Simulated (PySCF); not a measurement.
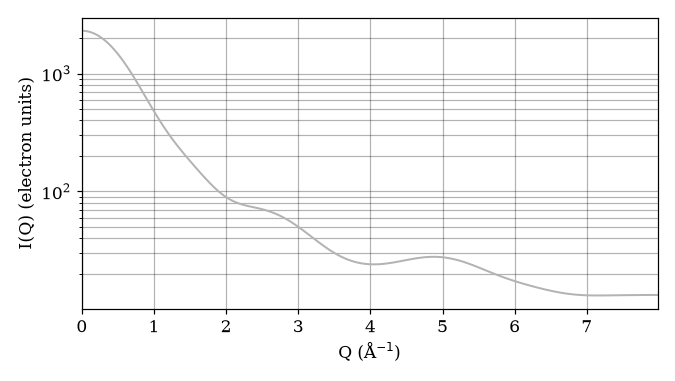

Elastic X-ray scattering of a randomly oriented, rigid molecule, calculated with the Debye equation from neutral-atom form factors (independent atoms, no Compton part, no vibration). The geometry is the end point of an optimisation (PBE0-D3(BJ)/def2-SVP geometry optimisation, gas phase (PySCF)); it may be a saddle point or a higher isomer. It contains C, B, H.

Q: How many electrons does the independent-atom model of the molecule hold?

A: I(0) is the square of the electron number: I(0) = 2300, so about 48 electrons, the count of C5H13B.

Q: What radius of gyration does the initial fall-off give?

A: From I(Q) ≈ I(0) exp(−Q²R²/3) at small Q, R ≈ 2.37 Å. It is larger than the electron-weighted radius of the nuclear positions alone (2.22 Å), because each atom's electron cloud adds to it.
